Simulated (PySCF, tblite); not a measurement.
# C₆H₁₀OSi: a rotation path, then NMR shifts on frames, part 2 of 2

tblite 0.8.0 and PySCF 2.14.0. Atoms count from 0. The steps go on from the part before.

## 5. Shielding tensors: image 4, PBE0/pcSseg-1

The job: settings as JSON, then the geometry in Å.

```
{"job": {"kind": "nmr", "xc": "PBE0", "basis": "pcSseg-1", "pop": false}, "charge": 0, "multiplicity": 1}
O     -1.797200     2.258400     2.242900
C     -1.454100     1.410400     1.456300
C     -2.260100     0.797600     0.391800
C     -1.544700    -0.109300    -0.270900
C     -0.138700    -0.242600     0.231700
C      0.881000     0.004000    -0.900700
Si     2.015900    -1.478900    -1.268300
C     -0.074400     0.773500     1.379400
H     -3.283900     1.077500     0.214400
H     -1.889900    -0.704000    -1.102000
H     -0.005400    -1.255700     0.626900
H      0.340900     0.270000    -1.810700
H      1.488700     0.876400    -0.659500
H      2.806600    -1.806100    -0.080400
H      1.178400    -2.627700    -1.622900
H      2.896100    -1.115500    -2.378000
H      0.659300     1.559300     1.199400
H      0.172800     0.319100     2.339000
```

Method: GIAO PBE0/pcSseg-1 NMR shielding, non-relativistic, gas phase.

The program printed:

```text
coarse grid: 15432 points
cycle   1  E = -598.6230083663  dE =  1.101e+00  |g| = 7.931e-01  |ddm| = 3.849e+00
cycle   2  E = -598.2467851383  dE =  3.762e-01  |g| = 1.587e+00  |ddm| = 2.964e+00
cycle   3  E = -598.7453956597  dE = -4.986e-01  |g| = 2.006e-01  |ddm| = 2.314e+00
cycle   4  E = -598.7544579730  dE = -9.062e-03  |g| = 6.487e-02  |ddm| = 2.410e-01
cycle   5  E = -598.7553960788  dE = -9.381e-04  |g| = 2.135e-02  |ddm| = 7.852e-02
cycle   6  E = -598.7555010738  dE = -1.050e-04  |g| = 6.897e-03  |ddm| = 2.398e-02
cycle   7  E = -598.7555122337  dE = -1.116e-05  |g| = 1.975e-03  |ddm| = 7.498e-03
cycle   8  E = -598.7555130412  dE = -8.075e-07  |g| = 5.773e-04  |ddm| = 2.329e-03
final grid: 144104 points
cycle   9  E = -598.8139805750  dE = -1.984e-05  |g| = 1.253e-02  |ddm| = 3.573e-02
cycle  10  E = -598.8138864446  dE =  9.413e-05  |g| = 2.516e-02  |ddm| = 3.334e-02
cycle  11  E = -598.8140125471  dE = -1.261e-04  |g| = 2.068e-03  |ddm| = 2.444e-02
cycle  12  E = -598.8140134791  dE = -9.320e-07  |g| = 2.385e-04  |ddm| = 2.102e-03
cycle  13  E = -598.8140134908  dE = -1.175e-08  |g| = 9.695e-05  |ddm| = 3.639e-04
cycle  14  E = -598.8140134930  dE = -2.193e-09  |g| = 2.282e-05  |ddm| = 1.034e-04
cycle  15  E = -598.8140134931  dE = -1.180e-10  |g| = 5.270e-06  |ddm| = 2.752e-05
converged SCF energy = -598.8140134931

GIAO shielding tensors (ppm)
atom      isotropic    diamagn.    paramagn.     s11        s22        s33       span
  0 O     -298.825     394.127    -692.952   -884.632   -365.747    353.905   1238.537
  1 C      -24.267     250.465    -274.733   -101.362    -31.343     59.904    161.265
  2 C       47.721     255.092    -207.371    -49.700     54.831    138.032    187.731
  3 C        8.921     256.096    -247.175   -124.126      7.336    143.554    267.681
  4 C      147.729     246.944     -99.215    139.400    145.883    157.905     18.504
  5 C      170.157     250.738     -80.581    140.639    168.770    201.062     60.424
  6 Si     420.024     879.376    -459.353    395.249    399.773    465.049     69.801
  7 C      137.378     250.088    -112.710    113.660    138.095    160.379     46.719
  8 H       25.526      30.820      -5.294     23.911     24.841     27.824      3.913
  9 H       23.959      32.093      -8.133     19.272     24.433     28.174      8.902
 10 H       29.064      33.071      -4.007     24.574     29.036     33.582      9.008
 11 H       30.723      32.036      -1.313     26.232     30.120     35.817      9.585
 12 H       30.904      32.152      -1.248     25.454     31.002     36.257     10.803
 13 H       27.788      28.872      -1.083     24.284     26.395     32.686      8.402
 14 H       27.817      28.993      -1.176     24.336     26.401     32.713      8.376
 15 H       27.745      28.159      -0.414     24.276     25.206     33.755      9.479
 16 H       29.867      31.449      -1.582     25.482     30.493     33.626      8.144
 17 H       28.913      30.351      -1.438     24.880     27.832     34.026      9.147
```

Wall time 24 s (1 thread of AMD EPYC 9R14, shared host); peak memory 0.88 GiB.

This run: δ C1 211.2, C3 178.0, C2 139.2, C7 49.5, H9 7.76, H8 6.19 ppm.

## 6. Nuclear shieldings: image 6, PBE0/pcSseg-1

The job: settings as JSON, then the geometry in Å.

```
{"job": {"kind": "nmr", "xc": "PBE0", "basis": "pcSseg-1", "pop": false}, "charge": 0, "multiplicity": 1}
O     -2.040900     2.308100     2.016700
C     -1.557800     1.426900     1.349100
C     -2.226600     0.604400     0.331500
C     -1.376900    -0.278500    -0.190400
C      0.003700    -0.183700     0.383000
C      1.044600     0.062000    -0.722500
Si     1.798200    -1.528000    -1.448900
C     -0.111600     0.960900     1.399800
H     -3.264400     0.738900     0.080400
H     -1.603800    -0.992300    -0.965800
H      0.245100    -1.119100     0.899800
H      0.580100     0.653100    -1.513600
H      1.851700     0.676100    -0.320100
H      2.508700    -2.249400    -0.389700
H      0.733000    -2.380400    -1.980000
H      2.734500    -1.146500    -2.505200
H      0.534900     1.802300     1.149300
H      0.138800     0.651500     2.414900
```

Level: GIAO PBE0/pcSseg-1 NMR shielding, non-relativistic, gas phase.

The program printed:

```text
coarse grid: 15432 points
cycle   1  E = -598.6263321978  dE =  1.104e+00  |g| = 7.929e-01  |ddm| = 3.851e+00
cycle   2  E = -598.2519993454  dE =  3.743e-01  |g| = 1.585e+00  |ddm| = 2.951e+00
cycle   3  E = -598.7486622706  dE = -4.967e-01  |g| = 2.000e-01  |ddm| = 2.303e+00
cycle   4  E = -598.7576588325  dE = -8.997e-03  |g| = 6.483e-02  |ddm| = 2.406e-01
cycle   5  E = -598.7585938716  dE = -9.350e-04  |g| = 2.141e-02  |ddm| = 7.855e-02
cycle   6  E = -598.7586994650  dE = -1.056e-04  |g| = 6.905e-03  |ddm| = 2.392e-02
cycle   7  E = -598.7587106603  dE = -1.120e-05  |g| = 1.967e-03  |ddm| = 7.485e-03
cycle   8  E = -598.7587114620  dE = -8.017e-07  |g| = 5.725e-04  |ddm| = 2.317e-03
final grid: 144104 points
cycle   9  E = -598.8166158443  dE = -2.257e-05  |g| = 1.243e-02  |ddm| = 3.589e-02
cycle  10  E = -598.8165230618  dE =  9.278e-05  |g| = 2.488e-02  |ddm| = 3.320e-02
cycle  11  E = -598.8166476277  dE = -1.246e-04  |g| = 2.101e-03  |ddm| = 2.439e-02
cycle  12  E = -598.8166485786  dE = -9.508e-07  |g| = 2.456e-04  |ddm| = 2.088e-03
cycle  13  E = -598.8166485913  dE = -1.269e-08  |g| = 1.037e-04  |ddm| = 3.981e-04
cycle  14  E = -598.8166485937  dE = -2.483e-09  |g| = 2.855e-05  |ddm| = 1.171e-04
cycle  15  E = -598.8166485939  dE = -1.503e-10  |g| = 1.295e-05  |ddm| = 3.580e-05
converged SCF energy = -598.8166485939

GIAO shielding tensors (ppm)
atom      isotropic    diamagn.    paramagn.     s11        s22        s33       span
  0 O     -298.529     393.957    -692.486   -883.471   -366.697    354.580   1238.051
  1 C      -23.979     250.540    -274.519   -101.434    -31.710     61.205    162.639
  2 C       46.791     254.769    -207.978    -51.266     54.333    137.307    188.573
  3 C       10.543     256.231    -245.688   -124.014      6.308    149.336    273.350
  4 C      146.291     247.456    -101.165    138.540    147.101    153.232     14.692
  5 C      169.946     251.154     -81.208    149.944    164.520    195.373     45.428
  6 Si     422.809     879.455    -456.646    390.736    412.393    465.298     74.562
  7 C      137.621     250.534    -112.913    114.585    136.738    161.540     46.955
  8 H       25.491      30.964      -5.473     23.816     24.812     27.844      4.028
  9 H       23.825      32.434      -8.609     19.084     23.927     28.465      9.381
 10 H       28.988      33.010      -4.022     24.153     29.246     33.563      9.410
 11 H       30.955      31.909      -0.954     26.953     30.176     35.737      8.783
 12 H       30.676      31.995      -1.319     24.759     30.796     36.474     11.715
 13 H       27.821      28.862      -1.041     24.426     26.177     32.860      8.434
 14 H       27.743      29.057      -1.314     24.026     26.588     32.616      8.591
 15 H       27.753      28.148      -0.394     24.301     25.274     33.684      9.384
 16 H       29.872      31.298      -1.427     25.484     30.426     33.704      8.220
 17 H       28.934      30.198      -1.265     24.928     27.825     34.048      9.120
```

Run time: 20 s. Hardware: 1 thread of AMD EPYC 9R14, shared host; peak memory 0.87 GiB.

This run: δ C1 210.9, C3 176.4, C2 140.1, C7 49.3, H9 7.89, H8 6.23 ppm.

## 7. Shielding tensors: image 8, PBE0/pcSseg-1

The job: settings as JSON, then the geometry in Å.

```
{"job": {"kind": "nmr", "xc": "PBE0", "basis": "pcSseg-1", "pop": false}, "charge": 0, "multiplicity": 1}
O     -2.189300     2.395100     1.616900
C     -1.603400     1.440800     1.167300
C     -2.153500     0.371000     0.323500
C     -1.203600    -0.503000    -0.001800
C      0.142000    -0.149000     0.549600
C      1.171200     0.079600    -0.564100
Si     1.557100    -1.457400    -1.623600
C     -0.132900     1.115900     1.377100
H     -3.188800     0.344300     0.033700
H     -1.333700    -1.383600    -0.608300
H      0.503400    -0.964200     1.186200
H      0.815900     0.890100    -1.203700
H      2.096300     0.430900    -0.101700
H      1.793800    -2.596600    -0.733900
H      0.438200    -1.755900    -2.519700
H      2.756000    -1.179800    -2.413400
H      0.475600     1.963900     1.062300
H      0.047000     0.964100     2.442000
```

With the program's defaults for keys left out, this is: GIAO PBE0/pcSseg-1 NMR shielding, non-relativistic, gas phase.

The program printed:

```text
coarse grid: 15432 points
cycle   1  E = -598.6273881763  dE =  1.107e+00  |g| = 7.927e-01  |ddm| = 3.857e+00
cycle   2  E = -598.2544845990  dE =  3.729e-01  |g| = 1.583e+00  |ddm| = 2.922e+00
cycle   3  E = -598.7495860076  dE = -4.951e-01  |g| = 1.998e-01  |ddm| = 2.278e+00
cycle   4  E = -598.7585508223  dE = -8.965e-03  |g| = 6.518e-02  |ddm| = 2.398e-01
cycle   5  E = -598.7594943182  dE = -9.435e-04  |g| = 2.153e-02  |ddm| = 7.815e-02
cycle   6  E = -598.7596010572  dE = -1.067e-04  |g| = 6.936e-03  |ddm| = 2.397e-02
cycle   7  E = -598.7596123890  dE = -1.133e-05  |g| = 1.953e-03  |ddm| = 7.573e-03
cycle   8  E = -598.7596131779  dE = -7.889e-07  |g| = 5.756e-04  |ddm| = 2.269e-03
final grid: 144104 points
cycle   9  E = -598.8184858342  dE = -2.513e-05  |g| = 1.227e-02  |ddm| = 3.424e-02
cycle  10  E = -598.8183967861  dE =  8.905e-05  |g| = 2.443e-02  |ddm| = 3.245e-02
cycle  11  E = -598.8185167809  dE = -1.200e-04  |g| = 2.145e-03  |ddm| = 2.384e-02
cycle  12  E = -598.8185177630  dE = -9.821e-07  |g| = 2.627e-04  |ddm| = 2.136e-03
cycle  13  E = -598.8185177782  dE = -1.512e-08  |g| = 1.012e-04  |ddm| = 4.095e-04
cycle  14  E = -598.8185177805  dE = -2.363e-09  |g| = 2.614e-05  |ddm| = 1.162e-04
cycle  15  E = -598.8185177807  dE = -1.360e-10  |g| = 9.770e-06  |ddm| = 3.301e-05
converged SCF energy = -598.8185177807

GIAO shielding tensors (ppm)
atom      isotropic    diamagn.    paramagn.     s11        s22        s33       span
  0 O     -299.604     394.210    -693.814   -885.443   -369.750    356.381   1241.824
  1 C      -23.760     250.338    -274.098   -102.207    -31.326     62.252    164.458
  2 C       45.828     254.419    -208.591    -52.653     52.644    137.492    190.144
  3 C       10.876     257.426    -246.550   -122.722      5.335    150.015    272.737
  4 C      143.553     247.548    -103.996    137.040    145.999    147.618     10.578
  5 C      168.046     251.598     -83.553    152.575    163.333    188.228     35.653
  6 Si     423.157     879.502    -456.345    392.671    412.235    464.566     71.894
  7 C      138.802     251.238    -112.436    120.956    134.219    161.230     40.273
  8 H       25.473      31.180      -5.707     23.702     24.820     27.897      4.195
  9 H       23.736      32.851      -9.114     19.072     23.500     28.637      9.565
 10 H       28.834      32.583      -3.749     24.510     28.304     33.687      9.178
 11 H       31.209      32.000      -0.791     26.943     30.720     35.964      9.021
 12 H       30.446      31.606      -1.160     24.769     30.015     36.554     11.786
 13 H       27.833      29.001      -1.168     24.734     26.083     32.680      7.946
 14 H       27.672      29.074      -1.402     23.982     26.459     32.574      8.591
 15 H       27.786      28.216      -0.430     24.329     25.479     33.552      9.223
 16 H       29.846      31.127      -1.281     25.557     30.407     33.574      8.017
 17 H       29.039      29.920      -0.881     24.980     27.636     34.500      9.519
```

Wall time 20 s (1 thread of AMD EPYC 9R14, shared host); peak memory 0.89 GiB.

In short: δ C1 210.7, C3 176.0, C2 141.1, C7 48.1, H9 7.98, H8 6.24 ppm.

## 8. Comparing the runs: NMR shifts

Shifts (ppm) of some atoms, chosen among heavy atoms and hydrogens apart, with basis size and wall time:

```tsv
frame	C3	C7	C4	C5	H11	H12	Si6	functions	time
image 0	179.7	44.4	42.1	18.6	1.08	0.40	-71.3	193	21 s
image 2	179.9	46.4	40.9	18.3	1.02	0.52	-69.6	193	23 s
image 4	178.0	49.5	39.2	16.8	0.99	0.81	-70.9	193	24 s
image 6	176.4	49.3	40.6	17.0	0.76	1.04	-73.7	193	20 s
image 8	176.0	48.1	43.4	18.9	0.51	1.27	-74.0	193	20 s
```

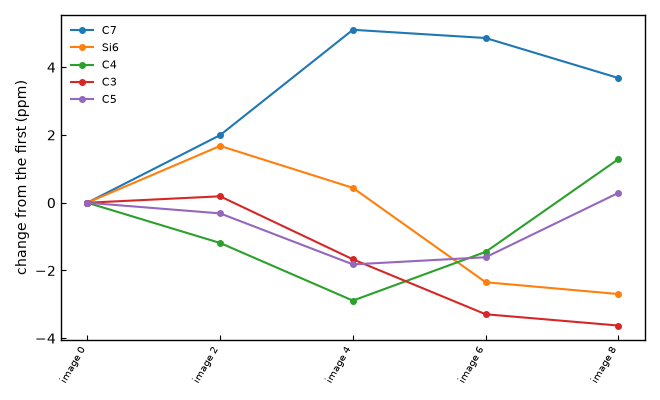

How five of the tabulated atoms move from run to run.

## 9. Summary of results

This closing draws on all 2 parts.

| quantity | value |
| --- | --- |
| barrier | 0.131 eV (3.0 kcal/mol) at image 4 |
| end to end (GFN2-xTB) | 0.011 eV |
| ¹³C shifts against TMS (PBE0/pcSseg-1, image 0) | 210.7, 179.7, 140.3, 44.4, 42.1, 18.6 ppm |
| ¹H shifts against TMS (PBE0/pcSseg-1, image 0) | 7.82, 6.23, 3.94, 3.93, 3.84, 2.78, 2.51, 1.79, 1.08, 0.40 ppm |
| ¹⁷O shifts against H2O (PBE0/pcSseg-1, image 0) | 633.6 ppm |
| ²⁹Si shifts against TMS (PBE0/pcSseg-1, image 0) | -71.3 ppm |
| range of the shift of C7 | 44.4 to 49.5 ppm |

Along the band the dihedral turns by 111°, and the top (dihedral 124°) lies 3.0 kcal/mol above the start (GFN2-xTB, rough), so at room temperature this motion is fast. Ends this close can change order at a higher level. The top was not checked by a frequency run. Shifts at one fixed geometry are not the observed spectrum, which averages over the motion. In the first frame run (image 0): The largest span, 1230 ppm, is at O0, where the paramagnetic term is -693 ppm. Across the 5 runs the shift of C7 moves most, between 44.4 (image 0) and 49.5 ppm (image 4).
